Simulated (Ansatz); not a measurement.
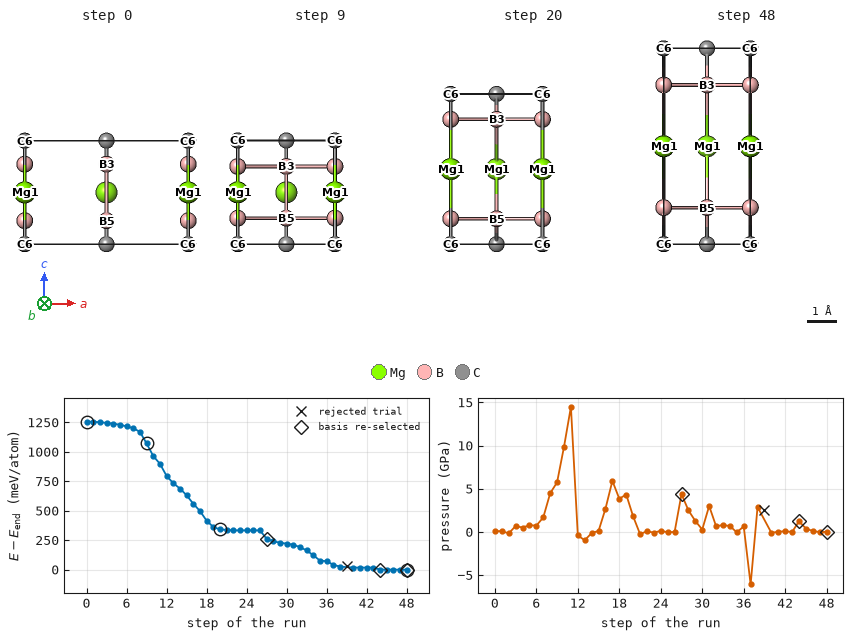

Frames of a relaxation of a crystal of MgB₄C (a generated structure, set up in Cmmm), marked on the history of the run. The picture is a ball-and-stick view of the conventional cell (2 times the calculation's cell), seen along the b axis. Lengths and directions refer to the drawn axes.

All numbers below come from DFT PBE, scalar-relativistic, plane waves, PAW in Ansatz.

Input file:
```yaml
crystal:
  lattice:
    - [2.8624376692, -4.3268367239, 0.0]
    - [2.8624376692, 4.3268367239, 0.0]
    - [0.0, 0.0, 3.6219496683]
  atoms:
    - { symbol: Mg, position: [0.0, 0.0, 0.5] }
    - { symbol: B, position: [0.7893525221, 0.2106474779, 0.7730837691] }
    - { symbol: B, position: [0.2106474779, 0.7893525221, 0.7730837691] }
    - { symbol: B, position: [0.7893525221, 0.2106474779, 0.2269162309] }
    - { symbol: B, position: [0.2106474779, 0.7893525221, 0.2269162309] }
    - { symbol: C, position: [0.0, 0.0, 0.0] }
basis:
  ecutwfc: 420
kpoints:
  mp_grid: { grid: [8, 8, 10] }
hamiltonian:
  xc: pbe
scf:
  occupations: { method: gaussian, width: 0.1 }
output:
  forces: true
  stress: true
  eigenvalues: true
  write_density: true
  write_potential: true
  elf: true
  volumetric_format: npy
relax:
  adjacent_minimum: "off"
  f_tol: 0.01
  max_steps: 80
  cell: { stress_tol: 0.05 }
```

Run as
```bash
ansatz run input.yaml --threads 1 --pin off --max-ram 2048MiB --backend cpu --events-out ev --progress --plain --runs-dir out
```

Describe the path.

Answer. After 44 accepted moves (48 points after the start) the energy has fallen by 1257 meV per atom. The largest force component goes from 0.049 to 0.00089 eV/Å. The pressure goes from 0.09 to 0.01 GPa. The line search rejected the trial step at point 39 of the run. The SCF was repeated 3 times at an unchanged geometry on a basis and grid sized afresh for the cell, which shifted the energy by 71.5 meV per atom at most. The largest moves relative to the cell, 0.39 Å, are those of B2, B3, B4 and B5. B2 goes roughly along [0 −1 1]. Mg and C stay in place. The volume changes by −34.8 %, with a 5.725 → 3.034 Å (−47.0 %), b 8.654 → 5.626 Å (−35.0 %), c 3.622 → 6.851 Å (+89.2 %). Among the contacts that change: B2–B4 1.978 → 4.292 Å, B2–B3 3.646 → 1.807 Å, Mg1–C6 1.811 → 3.425 Å, B2–B3 (another image) 2.942 → 1.820 Å. New bonds form: B2–B3 (2.94 → 1.82 Å), B2–C6 (2.00 → 1.57 Å), B3–C6 (2.00 → 1.57 Å), B4–B5 (2.94 → 1.82 Å). Bonds break: B2–B4 (1.64 → 2.56 Å), B3–B5 (1.64 → 2.56 Å), Mg1–C6 (1.81 → 3.43 Å). Among the angles between lasting bonds that change: B2–Mg1–B4 57.0° → 134.3°. The space group stays Cmmm (No. 65). From step 0 to 9: B atoms move most (0.10 Å), volume −29.9 %, energy −185 meV per atom. From step 9 to 20: B atoms move most (0.43 Å), volume −7.8 %, energy −730 meV per atom. From step 20 to 48: B atoms move most (0.25 Å), volume +0.9 %, energy −341 meV per atom.

```tsv
step	E − E(0), meV/atom	largest force component, eV/Å	pressure, GPa	volume, Å³/atom	note
0	0.00	0.0489	0.09	14.953	
1	-0.86	0.0662	0.10	14.807	
2	-4.97	0.1215	-0.16	14.193	
3	-10.39	0.1563	0.69	13.518	
4	-17.46	0.2096	0.51	12.986	
5	-25.62	0.6860	0.78	12.600	
6	-40.35	0.1886	0.74	12.142	
7	-55.09	0.1429	1.69	11.673	
8	-86.72	0.2161	4.48	11.095	
9	-185.44	0.0816	5.76	10.479	
10	-292.00	0.2353	9.86	9.801	
12	-461.20	0.7242	-0.41	9.747	
14	-568.08	0.4232	-0.13	9.682	
16	-697.36	0.7014	2.69	9.664	
18	-841.19	0.8202	3.85	9.505	
20	-915.34	0.4932	1.81	9.661	
22	-923.32	0.1221	0.08	9.796	
24	-923.49	0.0133	0.13	9.785	
26	-923.49	0.0004	0.00	9.791	
28	-1015.59	0.0424	2.51	10.019	
30	-1035.66	0.0504	0.29	10.384	
32	-1065.66	0.3407	0.68	10.447	
34	-1135.05	0.6596	0.70	10.310	
36	-1185.04	0.7451	0.65	9.430	
38	-1231.13	0.6333	2.89	9.604	
40	-1238.86	0.0578	-0.09	9.638	
42	-1239.12	0.0051	0.09	9.649	
44	-1255.82	0.0059	1.24	9.655	same geometry, new basis
46	-1256.62	0.0368	0.11	9.739	
48	-1256.79	0.0009	0.01	9.744	same geometry, new basis
```
